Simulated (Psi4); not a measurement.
# CHFO (formyl fluoride): B2PLYP/def2-TZVPP (density fitting for correlation)

What is the vertical ionisation energy of CHFO (formyl fluoride) at B2PLYP/def2-TZVPP (density fitting for correlation)? Input form: an ASE script.

The results are computed with Psi4 1.11.

2 further runs of the same task are left out: 2 set aside as unsound or not needed.

## (1) Starting point

The species is CHFO (4 atoms), meant as a singlet with charge 0. As SMILES, `O=CF`. Geometry: relaxed at PBE0-D4/def2-TZVP.

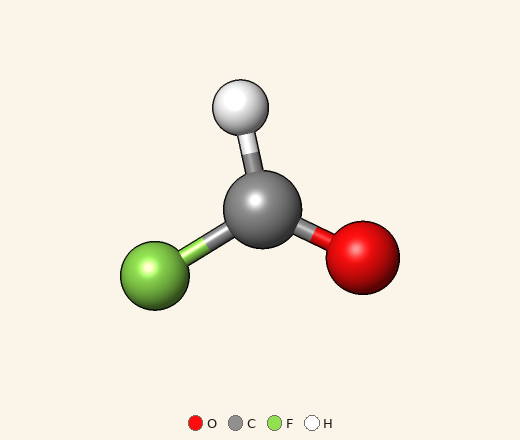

The structure, seen from a chosen angle (oxygen red, carbon grey, fluorine green, hydrogen white).

## (2) The energy at B2PLYP/def2-TZVPP (density fitting for correlation)

The input, run_ase.py:

```python
import numpy as np
from ase.calculators.psi4 import Psi4
from ase import Atoms

a = Atoms(['O', 'C', 'F', 'H'], positions=[
    [-0.889340, 0.201180, 0.827740],
    [-0.046400, 0.067520, 0.021620],
    [0.585200, -1.091810, -0.181820],
    [0.350540, 0.823120, -0.667550],
])
calc = Psi4(atoms=a, method='b2plyp', basis='def2-TZVPP', memory='2200MB', num_threads=1, charge=0, multiplicity=1, label='psi4-calc', reference='rks')
calc.psi4.set_options({'puream': True, 'e_convergence': 1e-09, 'd_convergence': 1e-08, 'scf_type': 'pk', 'dft_radial_points': 99, 'dft_spherical_points': 590, 'num_frozen_docc': 3})
a.calc = calc

print(f'energy: {a.get_potential_energy():.6f} eV')
```

Run with:

```sh
$ python run_ase.py
```

psi4-calc.dat:

```text
[...]
  Running in c1 symmetry.
[...]
  Nuclear repulsion =   67.665503781209736
[...]
  Multiplicity = 1
[...]
  Nalpha       = 12
  Nbeta        = 12
[...]
    Number of basis functions: 107
[...]
   @RKS iter   1:  -213.42923681659406   -4.40799e-01   5.04385e-03 DIIS/ADIIS
[...]
   @RKS iter  11:  -213.52773059223384   -5.37170e-12   3.23474e-09 DIIS
[...]
    Orbital Energies [Eh]
    ---------------------
    Doubly Occupied:
       1A    -25.404028     2A    -19.767729     3A    -10.807653
       4A     -1.438639     5A     -1.247614     6A     -0.774836
       7A     -0.671232     8A     -0.607555     9A     -0.604792
      10A     -0.519238    11A     -0.470736    12A     -0.411933
[...]
  @RKS Final Energy:  -213.52773059223384
   => Energetics <=
    Nuclear Repulsion Energy =             67.6655037812097362
    One-Electron Energy =                -428.3845582326126760
    Two-Electron Energy =                 159.0794367032626155
    DFT Exchange-Correlation Energy =     -11.8881128440935111
    Empirical Dispersion Energy =           0.0000000000000000
    VV10 Nonlocal Energy =                  0.0000000000000000
    Total Energy =                       -213.5277305922338371
[...]
 Multipole Moments:
 ------------------------------------------------------------------------------------
     Multipole            Electronic (a.u.)      Nuclear  (a.u.)        Total (a.u.)
 ------------------------------------------------------------------------------------
 L = 1.  Multiply by 2.5417464519 to convert [e a0] to [Debye]
 Dipole X            :          0.6775141           -0.2277781            0.4497360
 Dipole Y            :         -1.3626021            1.8022228            0.4396207
 Dipole Z            :         -0.1732229           -0.4500990           -0.6233219
 Magnitude           :                                                    0.8854711
[...]
```

On the terminal:

```text
energy: -5816.008518 eV
```

It took 20 s on 1 thread of AMD EPYC 7R43 (Zen 3), shared host; peak memory 0.78 GiB.

## (3) The doublet cation, same level

The input, chfo.xyz:

```xyz
4
CHFO
O     -0.889340     0.201180     0.827740
C     -0.046400     0.067520     0.021620
F      0.585200    -1.091810    -0.181820
H      0.350540     0.823120    -0.667550
```

The input, run.py:

```python
import numpy as np
from ase.calculators.psi4 import Psi4
from ase.io import read

atoms = read('chfo.xyz')
calc = Psi4(atoms=atoms, method='b2plyp', basis='def2-TZVPP', memory='2200MB', num_threads=1, charge=1, multiplicity=2, label='chfo', reference='uks')
calc.psi4.set_options({'puream': True, 'e_convergence': 1e-09, 'd_convergence': 1e-08, 'scf_type': 'pk', 'dft_radial_points': 99, 'dft_spherical_points': 590, 'num_frozen_docc': 3, 'maxiter': 100})
atoms.calc = calc

print(f'energy: {atoms.get_potential_energy():.6f} eV')
```

Run with:

```sh
$ python run.py
```

chfo.dat:

```text
[...]
  Running in c1 symmetry.
[...]
  Nuclear repulsion =   67.665503781209736
[...]
  Multiplicity = 2
[...]
  Nalpha       = 12
  Nbeta        = 11
[...]
    Number of basis functions: 107
[...]
   @UKS iter   1:  -213.00742596924141   -1.89883e-02   3.21842e-03 DIIS/ADIIS
[...]
   @UKS iter  16:  -213.08378329327905   -1.13971e-11   6.48677e-09 DIIS
[...]
   @S^2 Observed:                7.612969988E-01
[...]
    Orbital Energies [Eh]
    ---------------------
    Alpha Occupied:
       1A    -25.736797     2A    -20.247719     3A    -11.167693
       4A     -1.770310     5A     -1.691713     6A     -1.113115
       7A     -1.043642     8A     -1.001956     9A     -0.949645
      10A     -0.874310    11A     -0.850482    12A     -0.832812
    Alpha Virtual:
      13A     -0.310164    14A     -0.136865    15A     -0.116549
      16A     -0.087463    17A     -0.007519    18A      0.034421
      19A      0.066816    20A      0.176321    21A      0.185967
      22A      0.250162    23A      0.256067    24A      0.271855
      25A      0.336584    26A      0.362584    27A      0.423551
[...]
  @UKS Final Energy:  -213.08378329327905
   => Energetics <=
    Nuclear Repulsion Energy =             67.6655037812097362
    One-Electron Energy =                -419.6943277552114182
    Two-Electron Energy =                 150.6445829579519682
    DFT Exchange-Correlation Energy =     -11.6995422772293534
    Empirical Dispersion Energy =           0.0000000000000000
    VV10 Nonlocal Energy =                  0.0000000000000000
    Total Energy =                       -213.0837832932790548
[...]
 Multipole Moments:
 ------------------------------------------------------------------------------------
     Multipole            Electronic (a.u.)      Nuclear  (a.u.)        Total (a.u.)
 ------------------------------------------------------------------------------------
 L = 1.  Multiply by 2.5417464519 to convert [e a0] to [Debye]
 Dipole X            :          0.1755763           -0.2277781           -0.0522018
 Dipole Y            :         -0.6894999            1.8022228            1.1127229
 Dipole Z            :          0.0823291           -0.4500990           -0.3677699
 Magnitude           :                                                    1.1730865
[...]
```

On the terminal:

```text
energy: -5803.395558 eV
```

Run time: 43 s. Hardware: 1 thread of AMD EPYC 7R43 (Zen 3), shared host; peak memory 0.78 GiB.

## (4) Results

Level: B2PLYP/def2-TZVPP (density fitting for correlation), 3 core orbitals frozen.

| quantity | value |
| --- | --- |
| singlet CHFO: total energy | -213.73437 Eh |
| singlet CHFO: HOMO energy (SCF part's orbitals) | -11.21 eV |
| singlet CHFO: LUMO energy (SCF part's orbitals) | 0.74 eV |
| singlet CHFO: HOMO–LUMO gap (SCF part's orbitals) | 11.95 eV |
| doublet cation: total energy | -213.27085 Eh |
| doublet cation: HOMO energy (SCF part's orbitals) (highest over α and β) | -22.61 eV |
| doublet cation: LUMO energy (SCF part's orbitals) (lowest over α and β) | -13.06 eV |
| doublet cation: ⟨S²⟩ | 0.761 |
| vertical ionisation energy (to the doublet cation) | 12.613 eV |

In words: The vertical ionisation energy comes to 12.61 eV (1217 kJ/mol). The negative HOMO energy of the first species, 11.21 eV, lies 1.40 eV below that difference.
